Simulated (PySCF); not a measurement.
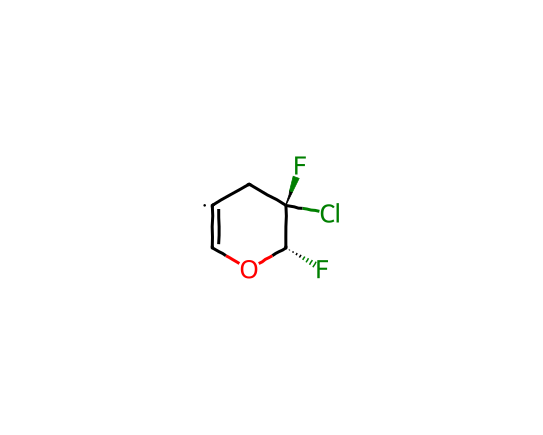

State: neutral, doublet. The geometry was computed by an optimisation with GFN2-xTB. No frequency run is at hand to confirm it as a minimum. Level of theory: UKS B3LYP, pcH-1 on C Cl F H O, non-relativistic (PySCF 2.14.0).

**What is the isotropic g value?**

2.00249.

**What is the ⟨S²⟩ of the determinant?**

0.759.
